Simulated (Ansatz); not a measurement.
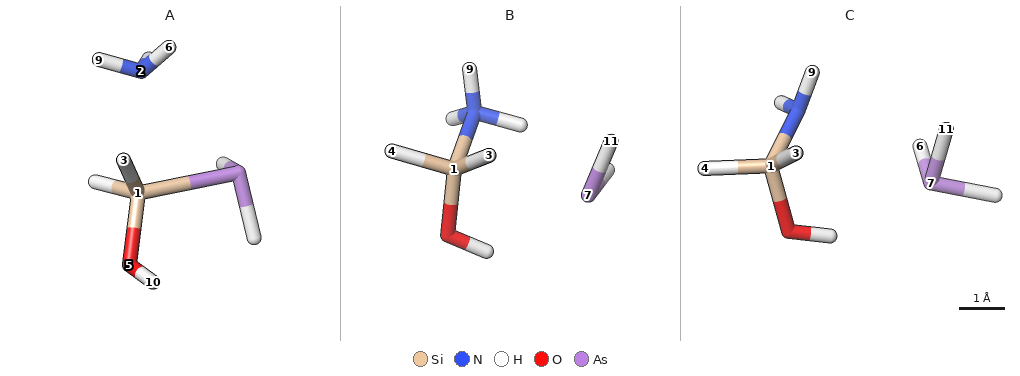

Three geometries of SiAsNH$_{8}$O: a saddle point and the two minima that it joins, in shuffled order. A stick model, seen at a tilt. Sticks join atoms that are closer than about 1.2 times the sum of their covalent radii (a little more with hydrogen).

Stationary points at PBE0-D4/def2-TZVP, single-point energies with wB97M-V, B3LYP-D4, wB97X-V, CCSD(T), B97M-V, PBE-D4 (def2-TZVPP where no basis is named; Ansatz 0.2.0). The energies are electronic, without zero-point or thermal terms, and both ends are the minima reached downhill from the saddle, with any fragments still in contact.

Identify the saddle point and describe the reaction.

Frame B is the saddle point. Counted by bonded pieces, C holds AsH₃ + SiH₅NO and A holds NH₃ + SiAsH₅O. From C over the saddle to A, bonds form: As–Si (3.97 → 3.17 → 2.38 Å), H–N (3.40 → 1.07 → 1.01 Å). Bonds break: N–Si (1.72 → 1.87 → 2.80 Å), As–H (1.52 → 2.30 → 3.29 Å). The saddle has one imaginary mode, 216i cm⁻¹. With wB97M-V the barrier is 1.47 eV from C and 1.10 eV from A, and A lies 0.37 eV above C.

```csv
level,barrier from C (eV),barrier from A (eV),A less C (eV)
wB97M-V,1.47,1.10,0.37
B3LYP-D4,1.49,1.09,0.39
wB97X-V,1.56,1.18,0.38
CCSD(T),1.55,1.17,0.39
B97M-V,1.59,1.18,0.41
PBE-D4,1.21,0.97,0.24
```

Limits of the set-up: the start holds two separate molecules, 2.7 Å apart at their closest, whose relative position is a soft coordinate.
